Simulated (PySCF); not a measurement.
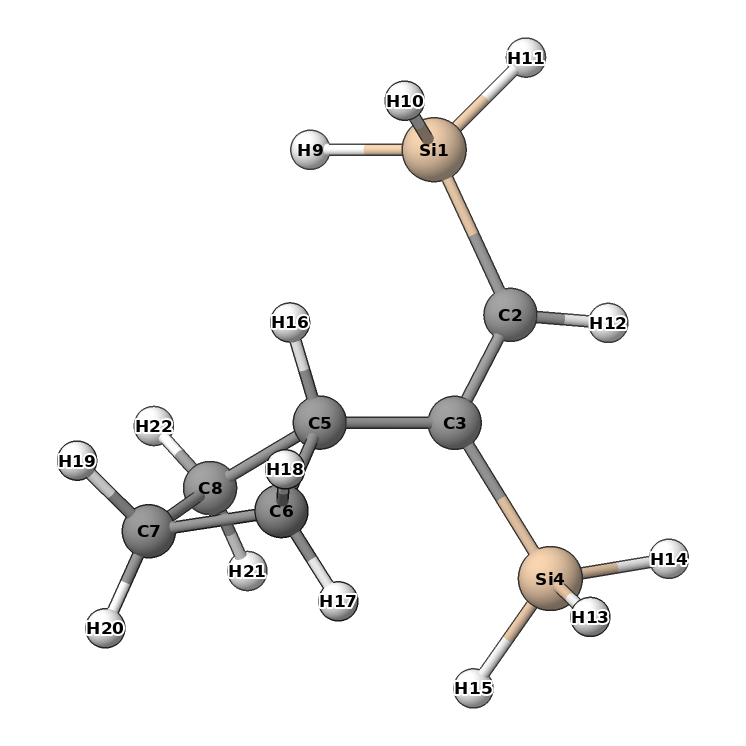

Computed geometry: PBE0-D3(BJ)/def2-SVP optimisation. No frequency run is at hand to confirm it as a minimum. Properties computed with delta-SCF UKS SCAN, pcX-2 on the ionised atom, pcseg-1 elsewhere, spin-free X2C (PySCF 2.14.0).

Give the core-electron binding energies (to vacuum; p and d levels without spin–orbit splitting) of Si1 1s, Si1 2p, C2 1s, C3 1s, Si4 1s, Si4 2p, C5 1s, C6 1s, C7 1s.

```json
{"atom": "Si1", "level": "1s", "binding energy (eV)": "1846.2"}
{"atom": "Si1", "level": "2p", "binding energy (eV)": "106.6"}
{"atom": "C2", "level": "1s", "binding energy (eV)": "289.6"}
{"atom": "C3", "level": "1s", "binding energy (eV)": "290.0"}
{"atom": "Si4", "level": "1s", "binding energy (eV)": "1846.2"}
{"atom": "Si4", "level": "2p", "binding energy (eV)": "106.7"}
{"atom": "C5", "level": "1s", "binding energy (eV)": "290.5"}
{"atom": "C6", "level": "1s", "binding energy (eV)": "290.4"}
{"atom": "C7", "level": "1s", "binding energy (eV)": "290.5"}
```
